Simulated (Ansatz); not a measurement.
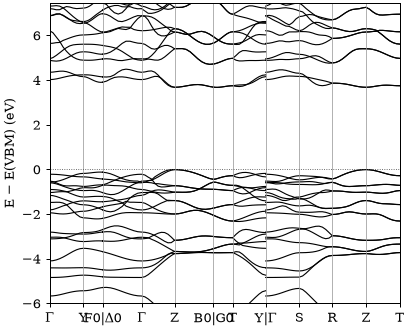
Band structure from plane-wave PAW r²SCAN (Ansatz code)

The gap is 3.46 eV; an edge lies off the plotted path or next to a special point (maximum on the Γ–Z line, 95 % of the way from Γ, minimum off the standard path).

The material is Li2SiS3 in space group Cmc2_1 (No. 36; Li on 8b, Si on 4a, S on 8b, S on 4a).

The workflow started from a Materials Project entry (that database holds measured and hypothetical structures alike); the Crystallography Open Database copy checked does not list it. Whether it is the stable phase at ambient conditions was not checked. The cell was relaxed with r²SCAN under the symmetry of its start; whether a distortion lowers the energy is not shown.

Potentials: the later of the program's two PAW sets.
